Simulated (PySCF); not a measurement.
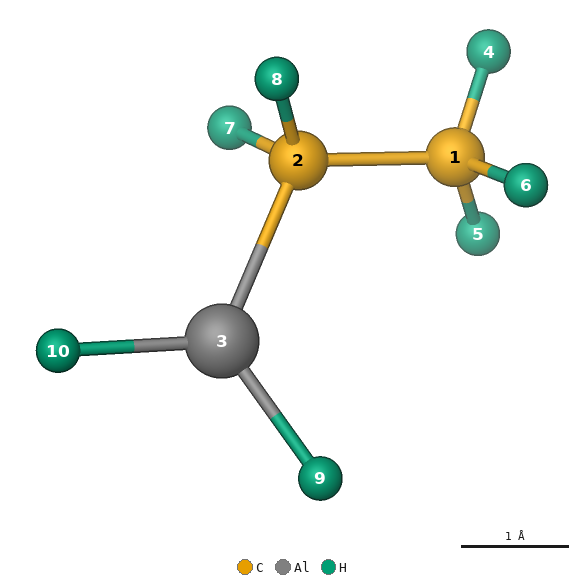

Orthographic view. Distant atoms are faded towards the background colour. The computed structure is the end point of a PBE0-D3(BJ)/def2-SVP optimisation. No frequency run is at hand to confirm it as a minimum.

Write a Z-matrix (Å, degrees) in the order of the atom numbers, with these reference atoms: 2 to 1; 3 to 2, 1; 4 to 1, 2, 3; 5 to 1, 4, 2; 6 to 1, 5, 4; 7 to 2, 1, 6; 8 to 2, 7, 1; 9 to 3, 2, 7; 10 to 3, 9, 2.

```
C  
C    1   1.528
Al   2   1.965   1   117.6
H    1   1.103   2   112.4   3  -179.6
H    1   1.102   4   106.9   2   123.1
H    1   1.102   5   106.5   4  -114.1
H    2   1.108   1   110.6   6   177.6
H    2   1.108   7   103.5   1   118.4
H    3   1.596   2   121.4   7   126.6
H    3   1.595   9   119.2   2  -179.9
```
